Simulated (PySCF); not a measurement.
# C6H18Si4: geometry relaxation (part 3 of 3)

Continued. System: C6H18Si4. Method: PBE0-D3(BJ)/def2-SVP geometry optimisation, gas phase (PySCF 2.14.0). It belongs to a series of runs on one base structure; here: constitutional isomer.

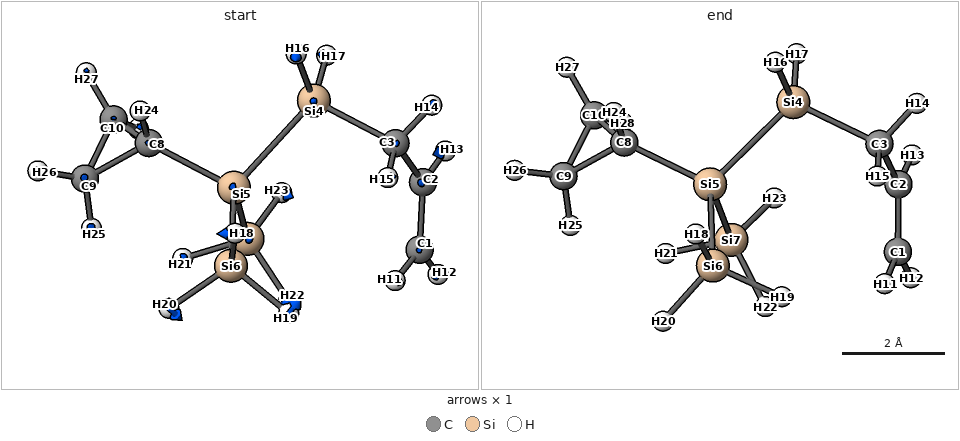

Fig. 1: Before (left) and after (right) the relaxation, at one scale (ball-and-stick view, seen at an oblique angle). The blue arrows give the displacements, at true length. After 18 geometry steps the energy has fallen by 6.48 kcal/mol. Largest force component: 1.8 eV/Å at the start, 0.011 eV/Å at the end. The largest move after the best rigid fit is that of H19, 0.47 Å. By element the largest moves are H 0.47 Å, Si 0.18 Å, C 0.17 Å. Among the contacts that change: C1–H12 1.050 → 1.092 Å, C3–Si4 1.869 → 1.903 Å, Si6–H18 1.468 → 1.498 Å, C10–H27 1.067 → 1.093 Å. Among the angles that change: Si6–Si5–Si7 113.3° → 108.1°, Si4–Si5–C8 104.1° → 109.2°, Si5–Si4–H16 114.9° → 110.0°. (Atoms are counted from 1 in the order of the input.)

Summary

| quantity | value |
| --- | --- |
| outcome | converged |
| total energy | −1396.114831 hartree |
| dipole moment | 0.83 D |
| point group | C1 |
| wall time | 13 min |
| peak memory | 1.1 GiB |
